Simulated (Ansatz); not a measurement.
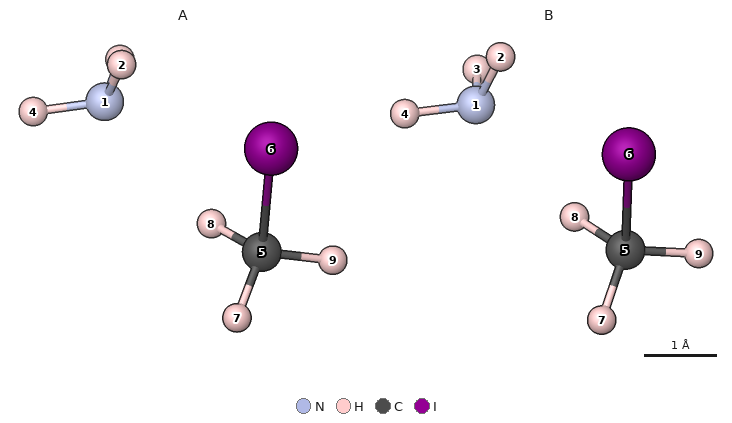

Two geometries of CH6IN, drawn at one scale. One is the start of a relaxation, the other its converged end. The picture is a ball-and-stick view, seen from a free direction.

Level of theory: Ansatz, RKS PBE0-D4/def2-TZVP. Settings: force threshold 0.005 eV/Å; at most 200 steps.

> Which geometry has the lower energy?

Structure A is the relaxed one. Over 16 geometry steps the energy falls by 1.26 kcal/mol. The largest force component goes from 0.81 to 0.0039 eV/Å. The forces were under the threshold at step 14, but the run went on from there. The largest move after the best rigid fit is that of H2, 0.25 Å. By element the largest moves are H 0.25 Å, I 0.19 Å, N 0.08 Å, C 0.05 Å. Some distances before and after: C5–I6 2.172 → 2.133 Å, C5–H8 1.110 → 1.089 Å, C5–H7 1.103 → 1.086 Å, N1–H2 1.031 → 1.014 Å. Bond angles that change, for instance: H2–N1–H4 104.9° → 107.2°.

Limits of the set-up: the start holds two separate molecules, 2.2 Å apart at their closest, whose relative position is a soft coordinate.
